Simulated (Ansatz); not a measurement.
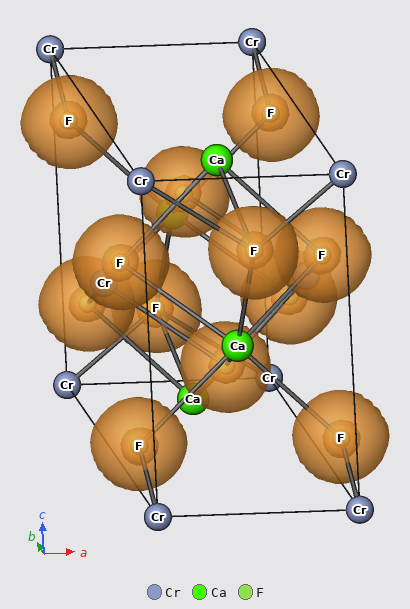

The picture shows: Ca2CrF4. Isosurface of the electron localisation function at 0.7 (orange), seen at an oblique angle. Core shells are left out. Sticks mark near contacts.

Space group P2₁/c; built by placing these elements on a known structure type; not relaxed (largest force 1.1 eV/Å); computed pressure about 4 GPa in this cell; computed without spin polarisation.

Theory: DFT, PAW plane waves, PBE in Ansatz 0.2.0.

In a PAW calculation such maps are meaningful between the atoms, not at the nuclei.

```yaml
crystal:
  lattice:
    - [3.44232, 0.00000, 0.00000]
    - [0.00000, 9.81803, 0.00000]
    - [-0.28961, 0.00000, 5.81739]
  atoms:
    - { symbol: Cr, position: [0.00000, 0.00000, 0.00000] }
    - { symbol: Cr, position: [0.00000, 0.50000, 0.50000] }
    - { symbol: Ca, position: [0.51280, 0.18260, 0.42720] }
    - { symbol: Ca, position: [0.48720, 0.68260, 0.07280] }
    - { symbol: Ca, position: [0.48720, 0.81740, 0.57280] }
    - { symbol: Ca, position: [0.51280, 0.31740, 0.92720] }
    - { symbol: F, position: [0.56270, 0.45070, 0.26190] }
    - { symbol: F, position: [0.43730, 0.95070, 0.23810] }
    - { symbol: F, position: [0.43730, 0.54930, 0.73810] }
    - { symbol: F, position: [0.56270, 0.04930, 0.76190] }
    - { symbol: F, position: [0.00610, 0.19220, 0.13670] }
    - { symbol: F, position: [0.99390, 0.69220, 0.36330] }
    - { symbol: F, position: [0.99390, 0.80780, 0.86330] }
    - { symbol: F, position: [0.00610, 0.30780, 0.63670] }
```

Question: Where are the electrons localised?

Answer: The ELF exceeds this value in eight regions wrapped around F (the valence shell of each), counted in one cell of 14 atoms. Any copies at cell faces, edges or corners count once.

Values along the shortest contacts:
Cr–F (2.05 Å): the ELF peaks at about 0.85 in the valence shell of F, 0.6 Å from its nucleus, and is about 0.05 at the midpoint (no localised pair shows between them). Ca–F (2.35 Å): the ELF is about 0.05 at the midpoint: no shared electron pair shows on this line.
